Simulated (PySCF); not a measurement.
C5H16BNSi

```yaml
atoms:
  - { symbol: B, position_ang: [-1.5263, 1.9988, -0.5978] }
  - { symbol: N, position_ang: [-1.0446, 0.5112, -1.1483] }
  - { symbol: C, position_ang: [-0.6800, -0.5133, -0.1739] }
  - { symbol: C, position_ang: [0.4622, -0.0901, 0.7199] }
  - { symbol: C, position_ang: [1.7642, 0.1394, -0.0477] }
  - { symbol: C, position_ang: [2.9439, 0.3215, 0.8992] }
  - { symbol: C, position_ang: [-1.8864, -1.1661, 0.5084] }
  - { symbol: Si, position_ang: [-0.9447, -2.3493, -0.6113] }
  - { symbol: H, position_ang: [-0.5529, 2.5683, -0.2113] }
  - { symbol: H, position_ang: [-2.3300, 1.8086, 0.2593] }
  - { symbol: H, position_ang: [-1.9973, 2.5252, -1.5631] }
  - { symbol: H, position_ang: [-1.8302, 0.1862, -1.7018] }
  - { symbol: H, position_ang: [-0.2679, 0.6975, -1.7757] }
  - { symbol: H, position_ang: [0.6231, -0.8702, 1.4674] }
  - { symbol: H, position_ang: [0.1807, 0.8275, 1.2403] }
  - { symbol: H, position_ang: [1.9518, -0.7164, -0.7050] }
  - { symbol: H, position_ang: [1.6698, 1.0333, -0.6681] }
  - { symbol: H, position_ang: [3.8611, 0.4997, 0.3425] }
  - { symbol: H, position_ang: [3.0821, -0.5661, 1.5134] }
  - { symbol: H, position_ang: [2.7703, 1.1699, 1.5566] }
  - { symbol: H, position_ang: [-2.8499, -0.7738, 0.2135] }
  - { symbol: H, position_ang: [-1.8239, -1.2604, 1.5830] }
  - { symbol: H, position_ang: [-1.5100, -2.6132, -1.9246] }
  - { symbol: H, position_ang: [-0.0770, -3.3485, -0.0229] }
```

Geometry: GFN2-xTB.

Theory: PBE0/pcSseg-1, SCF density, gas phase, non-relativistic in PySCF 2.14.0.

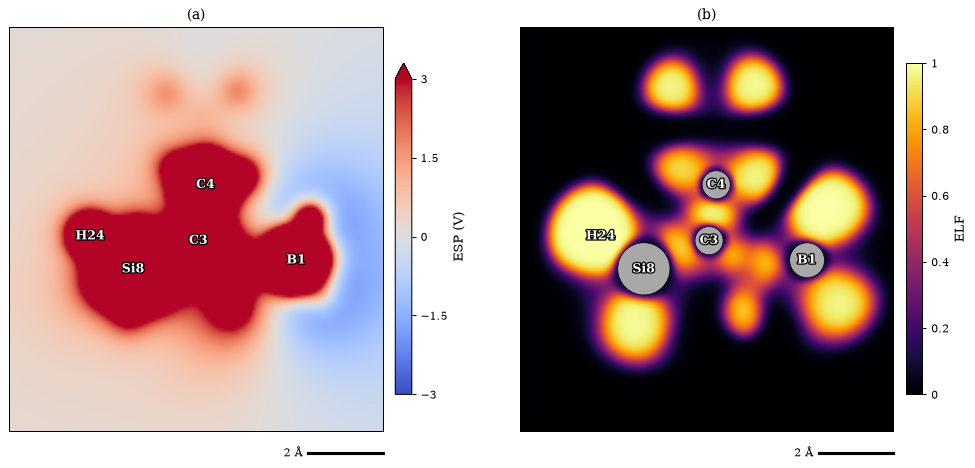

Figure 1. (a) electrostatic potential; (b) ELF on the plane of atoms C4, C3 and Si8. Grey discs cover the atomic cores in the ELF map.

Q: Describe what can be read from this map.

A: Atoms in the plane: B, C, Si and H. C–C (1.51 Å): the ELF peaks at about 0.95 between the atoms, as expected for localised, covalent bonding. C–Si (1.91 Å): the ELF peaks at about 0.85 between the atoms, as expected for a shared electron pair. Outside the dense part of the molecule the potential is most negative (−1.6 V) near H11, which lies off the plane.

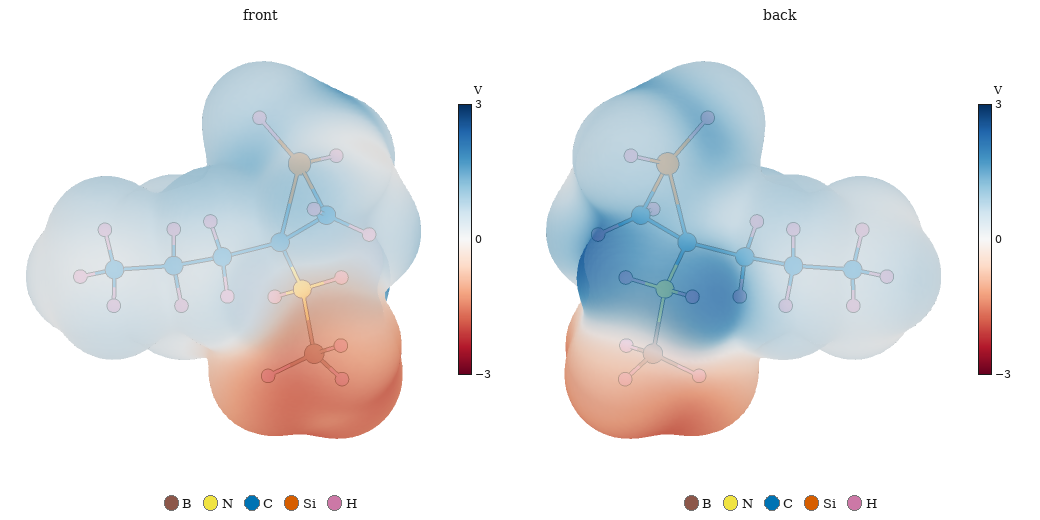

Figure 2. The molecular electrostatic potential painted on the density surface at 0.002 e/bohr³, seen from the front and from behind; the colour scale runs from red (negative) to blue (positive).

Q: Where is the surface potential most negative and most positive?

A: The most negative region (about −1.7 V) lies over H11, the most positive (about +2.3 V) over H12.
